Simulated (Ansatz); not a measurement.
P2Ta2

```xyz
4

Ta   -0.6833   -0.0385   -1.2692
Ta    0.1219    1.3933    0.3506
P     1.3392   -0.6267   -0.1129
P    -0.7778   -0.7282    1.0314
```

Geometry: PBE0-D4/def2-SVP; core potentials replace the inner electrons of Ta.

Computed with RKS PBE0-D4/def2-TZVP in Ansatz.

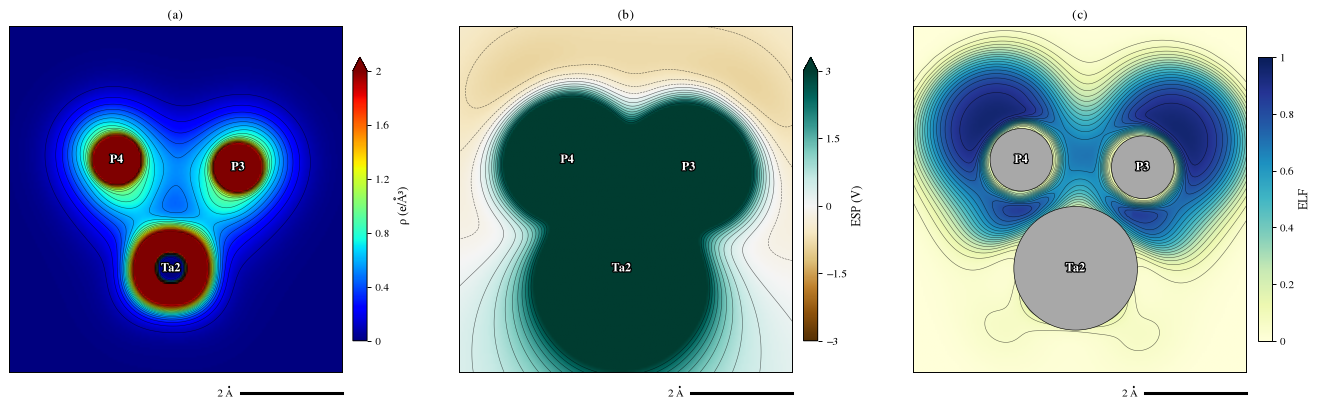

Figure 1. (a) electron density; (b) molecular electrostatic potential; (c) ELF on the plane of atoms P3, Ta2 and P4. Grey discs cover the atomic cores in the ELF map.

Interpret the plot.

Answer. The plane passes through Ta and P nuclei. Ta–P (2.40 Å): the density is about 0.63 e/Å³ at the midpoint; the ELF peaks at about 0.75 in the valence shell of P, 0.9 Å from its nucleus, and is about 0.45 at the midpoint. P–P (2.41 Å): ρ at the midpoint is about 0.52 e/Å³; the ELF peaks at about 0.70 between the atoms. Outside the dense part of the molecule the potential is most negative (−0.9 V) near P3 and P4.

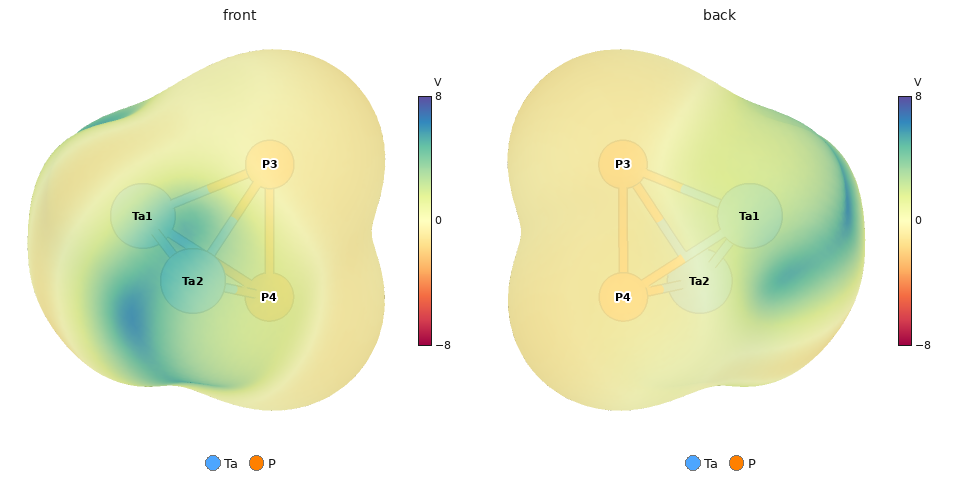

Figure 2. The molecular electrostatic potential painted on the density surface at 0.004 e/bohr³, seen from the front and from behind; red is negative and blue positive.

Which sites attract a positive test charge, and which a negative one?

Answer. A positive charge is drawn to the negative regions and a negative charge to the positive ones. The most negative region (about −0.9 V) lies over P3 and P4, the most positive (about +5.9 V) over Ta1 and Ta2.

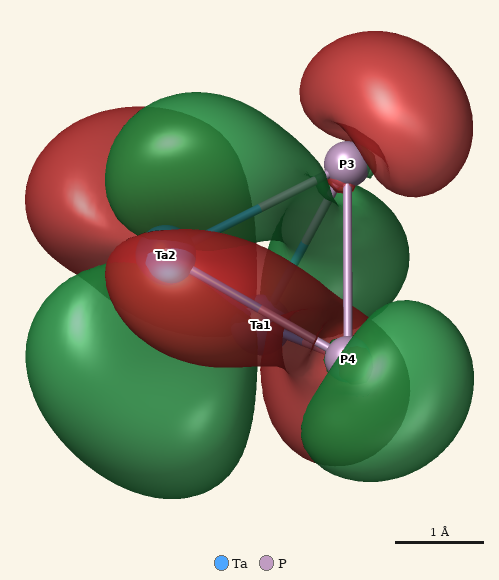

Figure 3. One frontier orbital at ±0.06 Å⁻³ᐟ² (green and red are the two phases), seen at a tilt.

Which orbital is it: HOMO or LUMO?

Answer. The HOMO, at −4.72 eV. Its weight (Hirshfeld) is mainly on Ta1 (about 40 %), Ta2 (about 40 %), P3 (about 10 %) and P4 (about 10 %).
